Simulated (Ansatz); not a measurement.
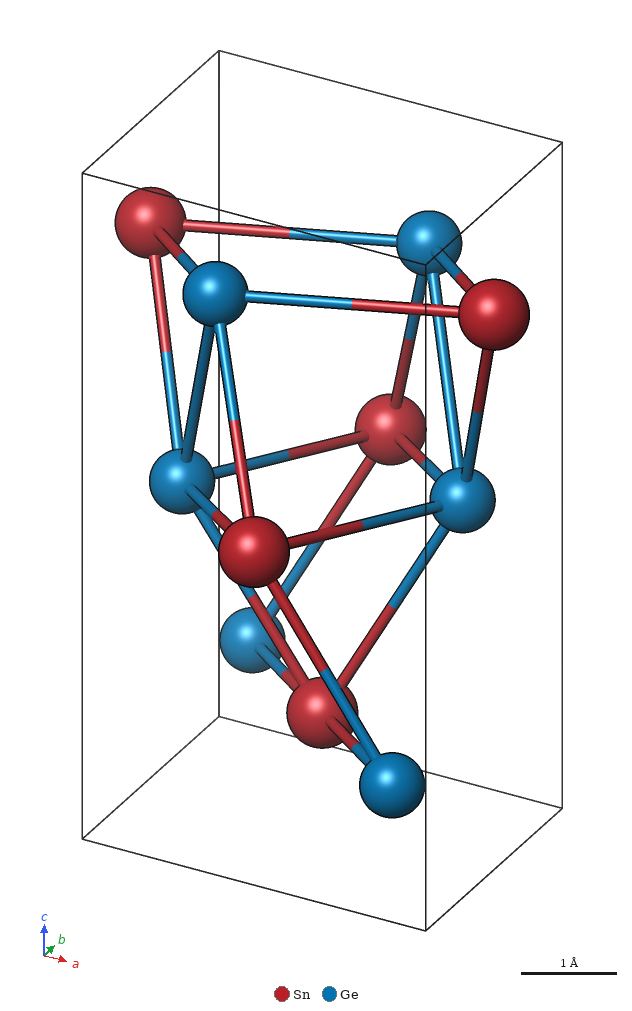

This ball-and-stick model is shown slightly off an axis. Thin lines show the simulation cell, with boundary atoms drawn in all their periodic places.

```
CELL_PARAMETERS angstrom
5.24209 0.00000 0.00000
-2.62105 4.53979 0.00000
0.00000 0.00000 7.30203
ATOMIC_POSITIONS crystal
Sn 0.50000 0.50000 0.16670
Sn 0.00000 0.50000 0.83337
Sn 0.50000 0.00000 0.50003
Ge 0.83820 0.16180 0.16670
Ge 0.67640 0.83820 0.83337
Ge 0.83820 0.67640 0.50003
Ge 0.16180 0.83820 0.16670
Ge 0.32360 0.16180 0.83337
Ge 0.16180 0.32360 0.50003
```

Level of theory: DFT, PAW plane waves, PBEsol (Ansatz). Settings were a basis cut at 420 eV, an 8×8×5 grid in reciprocal space, Gaussian smearing of 0.11 eV, no spin polarisation.

Question: List the Bader charges.

Answer: Sn +0.25 e; Ge -0.12 e. Little charge moves, as in a metallic or covalent solid.

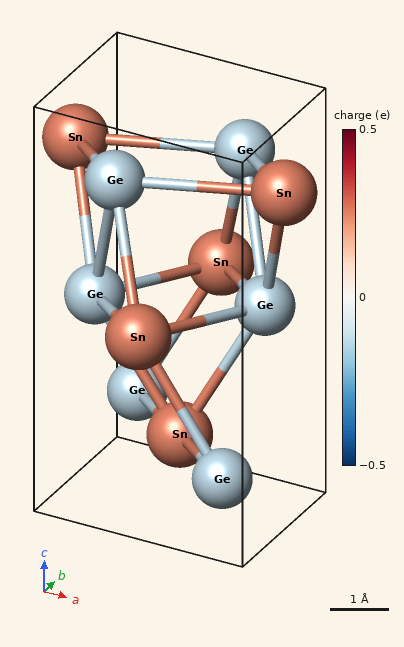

The atoms coloured by those charges.

Note that this is a generated cell, made by putting these elements into a known structure type (the compound may or may not exist in this form), and that it hasn't been relaxed. It went into a calculation with Ansatz.

At this level of theory the cell isn't at rest (compressed, at 8 GPa), so its distances can differ from those at equilibrium, the more so the softer the solid.
